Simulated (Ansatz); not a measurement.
O: several calculations on one system

### Relaxation

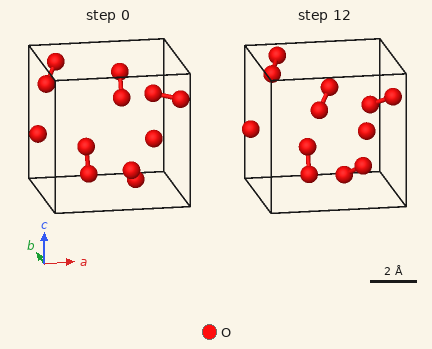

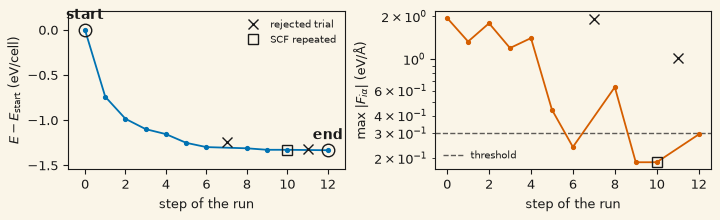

First and last geometry of a relaxation of an amorphous cell of composition O, with the history of the run. The picture is a ball-and-stick view of the cell of the calculation, seen slightly off an axis.

The cell holds 6 O2. The run prepares the start of a later molecular dynamics calculation, from a guessed geometry.

Level of theory: DFT PBE-D3(BJ), scalar-relativistic, plane waves, PAW (Ansatz).

Input file:
```yaml
crystal:
  lattice:
    - [6.087604, 0.0, 0.0]
    - [0.0, 6.087604, 0.0]
    - [0.0, 0.0, 6.087604]
  atoms:
    - { symbol: O, position: [0.2446188, 0.0759696, 0.4710259], spin: 1.0 }
    - { symbol: O, position: [0.2624045, 0.0659456, 0.2673757], spin: 1.0 }
    - { symbol: O, position: [0.6439805, 0.4029421, 0.1859336], spin: 1.0 }
    - { symbol: O, position: [0.706116, 0.5616856, 0.0726644], spin: 1.0 }
    - { symbol: O, position: [0.7837272, 0.2962098, 0.7863009], spin: 1.0 }
    - { symbol: O, position: [0.9801997, 0.260285, 0.7415997], spin: 1.0 }
    - { symbol: O, position: [0.6548658, 0.9036994, 0.7957999], spin: 1.0 }
    - { symbol: O, position: [0.6445965, 0.7808818, 0.6323966], spin: 1.0 }
    - { symbol: O, position: [0.1526806, 0.761651, 0.9341143], spin: 1.0 }
    - { symbol: O, position: [0.0582255, 0.634719, 0.8042808], spin: 1.0 }
    - { symbol: O, position: [1.0202447, 0.7548784, 0.3981004], spin: 1.0 }
    - { symbol: O, position: [0.9021567, 0.8783528, 0.2854083], spin: 1.0 }
magnetization:
  spin_polarized: true
basis:
  ecutwfc: 420.0
kpoints:
  mp_grid: { grid: [1, 1, 1] }
hamiltonian:
  xc: pbe
  dispersion: d3bj
scf:
  occupations: { method: fermi_dirac, width: 0.02 }
  lower_state_search: "off"
relax:
  f_tol: 0.3
  max_steps: 15
  adjacent_minimum: "off"
```

Command:
```bash
ansatz run input.yaml --threads 1 --pin off --max-ram 3072MiB --backend cpu --events-out ev --progress --plain --runs-dir out
```

**What do the curves and the structures tell?**

It converged. The largest move is that of O8, 1.10 Å along [−2 −1 −1]. The lattice vectors keep their values. Some distances before and after: O11–O12 1.246 → 1.217 Å. Over 9 accepted moves (12 points after the start) the energy falls by 1.331 eV per cell of the calculation. The largest force component goes from 1.9 to 0.29 eV/Å. The line search rejected the trial steps at points 7, 11 of the run. 1 step only repeated the SCF at the same geometry. The forces were under the threshold at step 6, but the run went on from there.

Limits of the set-up: the periodic images lie only 6.1 Å apart, so the values are limited by the cell's size.

### Dynamics

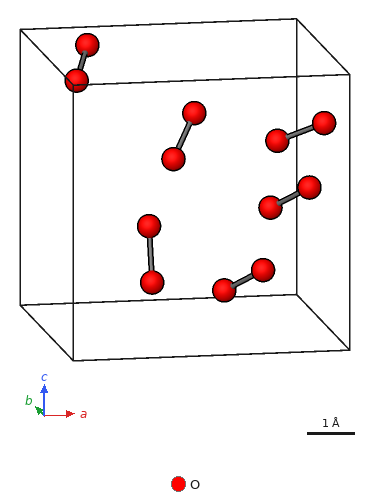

Starting frame of a dynamics run of a periodic cell with 6 O2 at 1.413 g/cm³. The picture is a ball-and-stick view of the simulation cell, seen slightly off an axis.

Method: DFT PBE-D3(BJ), scalar-relativistic, plane waves, PAW in Ansatz.

Input
```yaml
crystal:
  lattice:
    - [6.087604, 0.0, 0.0]
    - [0.0, 6.087604, 0.0]
    - [0.0, 0.0, 6.087604]
  atoms:
    - { symbol: O, position: [0.31479059, 0.22973241, 0.42519541], spin: 0.56 }
    - { symbol: O, position: [0.31651441, 0.17986358, 0.23065118], spin: 0.56 }
    - { symbol: O, position: [0.76096105, 0.40475907, 0.21290463], spin: 0.56 }
    - { symbol: O, position: [0.64630166, 0.5383546, 0.1169435], spin: 0.56 }
    - { symbol: O, position: [0.78646889, 0.26739945, 0.70893889], spin: 0.56 }
    - { symbol: O, position: [0.93453952, 0.15920169, 0.7891227], spin: 0.56 }
    - { symbol: O, position: [0.5898209, 0.80895201, 0.70746304], spin: 0.56 }
    - { symbol: O, position: [0.49454113, 0.70512444, 0.5653376], spin: 0.56 }
    - { symbol: O, position: [0.19250981, 0.75472803, 0.98070217], spin: 0.56 }
    - { symbol: O, position: [0.12248714, 0.59203128, 0.887265], spin: 0.56 }
    - { symbol: O, position: [1.00513882, 0.80221062, 0.42287781], spin: 0.56 }
    - { symbol: O, position: [0.88974258, 0.93486291, 0.32759856], spin: 0.56 }
magnetization:
  spin_polarized: true
basis:
  ecutwfc: 420.0
kpoints:
  mp_grid: { grid: [1, 1, 1] }
hamiltonian:
  xc: pbe
  dispersion: d3bj
scf:
  occupations: { method: fermi_dirac, width: 0.02 }
  lower_state_search: "off"
md:
  timestep: 1.5
  n_steps: 300
  ensemble: nvt_langevin
  temperature: 350.0
  initial_velocities: maxwell_boltzmann
  seed: 201699
  friction: 0.02
```

Run as
```bash
ansatz run input.yaml --threads 1 --pin off --max-ram 3072MiB --backend cpu --events-out ev --progress --plain --runs-dir out
```

### Predict how the run goes.

The mean temperature in the second half is 342 K (standard deviation 86 K). The potential energy is still drifting at the end, so the run hasn't reached equilibrium. The potential energy in the second half lies on average 30.1 meV per atom above the first frame. Root-mean-square distances from the starting positions over the second half, with the common drift of all atoms taken out: O 0.60 Å. The heavy atoms stay within a fraction of a molecule's size of their starting places; so short a run doesn't tell a liquid from a solid.

Along the run (each row but the first and the last is the mean over the interval that it begins):

```
time (fs)  potential energy (meV/atom)  T (K)
      0.0                          0.0    321
     45.0                         21.3    288
     90.0                         20.3    302
    135.0                         26.7    301
    180.0                         28.4    336
    225.0                         25.4    325
    270.0                         27.3    361
    315.0                         27.8    336
    360.0                         33.1    436
    405.0                         37.0    253
    450.0                         26.6    355
```

The paths of the atoms:

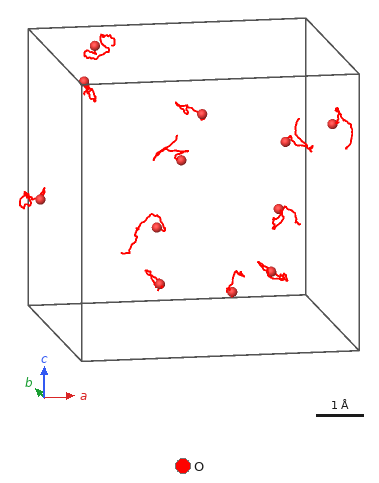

Limits of the set-up: the periodic images lie only 6.1 Å apart, so the values are limited by the cell's size.

### Dynamics

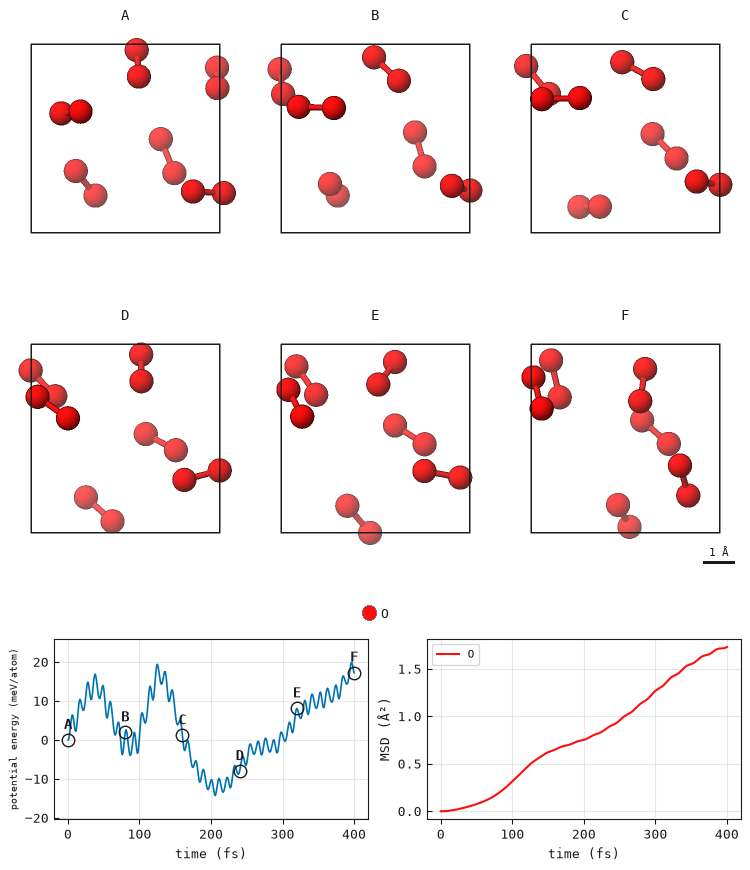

Molecular dynamics of a periodic cell with 6 O2 at 1.413 g/cm³, 400 fs long. It starts from the last geometry of an earlier run, with fresh velocities. Frames (A at 0 fs, B at 80 fs, C at 160 fs, D at 240 fs, E at 320 fs, F at 400 fs) and the history of the run. The picture is a ball-and-stick view of the simulation cell, seen along the c axis. Atoms that leave the cell re-enter on the other side.

Theory: Ansatz 0.2.0, DFT PBE-D3(BJ), scalar-relativistic, plane waves, PAW. Set-up: plane-wave cutoff 420 eV; k-point mesh 1 × 1 × 1; Fermi-Dirac smearing 0.02 eV; spin collinear; Nosé-Hoover thermostat (NVT); set temperature 350 K; time step 1 fs; thermostat time 50.0 fs.

The input:
```yaml
crystal:
  lattice:
    - [6.087604, 0.0, 0.0]
    - [0.0, 6.087604, 0.0]
    - [0.0, 0.0, 6.087604]
  atoms:
    - { symbol: O, position: [0.23175083, 0.32406609, 0.26399415], spin: 1.0 }
    - { symbol: O, position: [0.33593563, 0.19367929, 0.14840672], spin: 1.0 }
    - { symbol: O, position: [0.75458107, 0.31281122, 0.19136589], spin: 1.0 }
    - { symbol: O, position: [0.68275952, 0.49295131, 0.13619943], spin: 1.0 }
    - { symbol: O, position: [0.85312947, 0.21556556, 0.74668131], spin: 1.0 }
    - { symbol: O, position: [1.01696545, 0.20670699, 0.63470694], spin: 1.0 }
    - { symbol: O, position: [0.56651613, 0.8249882, 0.68426071], spin: 1.0 }
    - { symbol: O, position: [0.55492376, 0.96539563, 0.54484141], spin: 1.0 }
    - { symbol: O, position: [0.25645895, 0.63903938, 0.94948297], spin: 1.0 }
    - { symbol: O, position: [0.15509208, 0.62964173, 0.77666439], spin: 1.0 }
    - { symbol: O, position: [0.98274705, 0.76387908, 0.39497343], spin: 1.0 }
    - { symbol: O, position: [0.98129878, 0.87242987, 0.22812438], spin: 1.0 }
magnetization:
  spin_polarized: true
basis:
  ecutwfc: 420.0
kpoints:
  mp_grid: { grid: [1, 1, 1] }
hamiltonian:
  xc: pbe
  dispersion: d3bj
scf:
  occupations: { method: fermi_dirac, width: 0.02 }
  lower_state_search: "off"
md:
  timestep: 1
  n_steps: 400
  ensemble: nvt_nose_hoover
  temperature: 350.0
  initial_velocities: maxwell_boltzmann
  seed: 543492
  nose_hoover: { tau: 50.0, chain_length: 3 }
```

Run as
```bash
ansatz run input.yaml --threads 1 --pin off --max-ram 3072MiB --backend cpu --events-out ev --progress --plain --runs-dir out
```

> What happens in this trajectory?

Over the second half the temperature averages 340 K (spread ±44 K). The potential energy is still drifting at the end, so the run hasn't reached equilibrium. The potential energy in the second half lies on average 2.1 meV per atom above the first frame. Root-mean-square distances from the starting positions over the second half, with the common drift of all atoms taken out: O 1.12 Å. The molecules turn and drift from their places. The conserved quantity stays between −0.029 and 0.16 meV per atom of its start. A straight-line fit has a slope that amounts to +0.023 meV per atom over 400 fs (under 0.1 % of the mean kinetic energy), and the ripple about it is 0.4 % of the kinetic energy's fluctuation. With a drift under 2 % and a ripple under 7 %, the integration is accurate.

Limits of the set-up: the periodic images lie only 6.1 Å apart, so the values are limited by the cell's size.
